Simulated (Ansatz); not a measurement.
**Pressure series in B6As**

Take B6As (space group R-3m, No. 166; a = 6.123 Å, c = 11.844 Å (hexagonal axes); a cell from a computed database, its experimental status unchecked) as the base.

Cell and atoms are relaxed at each pressure.

Level of theory: Ansatz (a first-principles code), PBEsol, PAW, cutoff 420 eV, scalar-relativistic without spin-orbit coupling.

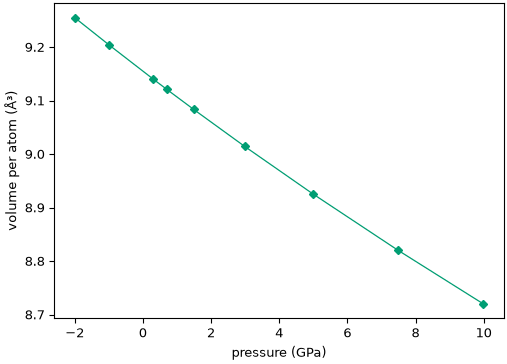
Figure: Volume against pressure

Question: Estimate the zero-pressure bulk modulus from the plot.

Answer: About 190 GPa; a third-order Birch–Murnaghan fit to the points gives V₀ = 9.16 Å³/atom, B₀ = 188 GPa and B₀′ = 3.7.

Load acts through the strain it causes; cell and atoms are relaxed under it. No phonon test of stability was made. Competing high-pressure phases were not computed.
